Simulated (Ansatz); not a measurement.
PbF2 (fluorite), energy over volume and axial ratio

PbF₂ (fluorite), conventional cell a = 6.001 Å, b = 6.001 Å, c = 6.001 Å, α = 90.00°, β = 90.00°, γ = 90.00°. The calculation uses the primitive cell of 3 atoms, to which meshes and values per cell refer.

The relaxed cell is deformed in two ways at once: its volume V is scaled, and at that volume it is stretched along z (the c axis of the conventional cell) so that c/a changes. Fractional atomic positions are held.

All values below come from PBE (plane waves to 420 eV, PAW, scalar-relativistic; Ansatz, a first-principles code). k mesh 10×10×10 (Γ-centred), Fermi-Dirac smearing 0.05 eV. The energy includes the smearing's −TS. PbF2 was relaxed with its symmetry unable to fall. Spin-orbit coupling is left out, though Pb is heavy. ΔE is measured from the relaxed starting cell.

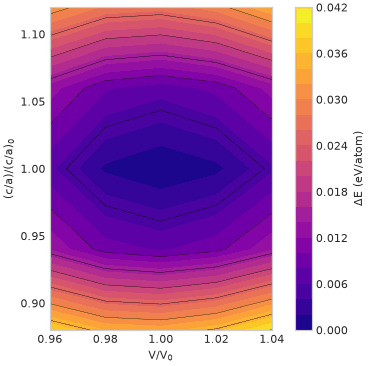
ΔE (eV/atom) over the 5×5 grid of computed points.

The shear modulus C′ = (C11 − C12)/2 (fit, atoms clamped) is 27 GPa. Highest place on the grid: V/V₀ = 1.040, (c/a)/(c/a)₀ = 0.880 (40.2 meV/atom). Lowest place on the grid: V/V₀ = 1.000, (c/a)/(c/a)₀ = 1.000 (0.0 meV/atom).

Near the relaxed cell σzz − σxx = −2Cδ (compression positive), C being this modulus and δ the logarithm of the ratio.

(Under strain, the slope of the energy per volume gives the stress and its curvature an elastic modulus.)
